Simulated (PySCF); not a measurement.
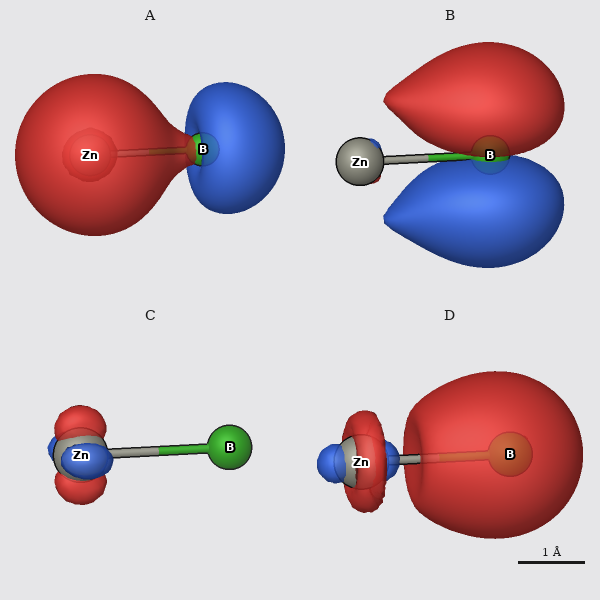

ZnB (charge +1). Four frontier orbitals, each drawn at the value that holds 80 % of its norm (red and blue are the two phases), in no order; of a degenerate pair one member is drawn.

All numbers below come from PBE0/def2-SVP, non-relativistic Hamiltonian with scalar-relativistic core potentials where named, at a bond length of 2.353 Å in PySCF 2.14.0.

Name the orbitals and rank them from lowest to highest energy.

Answer. Orbital C: δ, occupied, −20.45 eV; almost wholly on Zn.
Orbital D: σ, occupied, −17.89 eV; mainly on B (75 %).
Orbital A: σ, occupied, −12.84 eV; shared between the atoms (Zn 55 %, B 45 %).
Orbital B: π, empty, −9.04 eV; mainly on B (85 %).
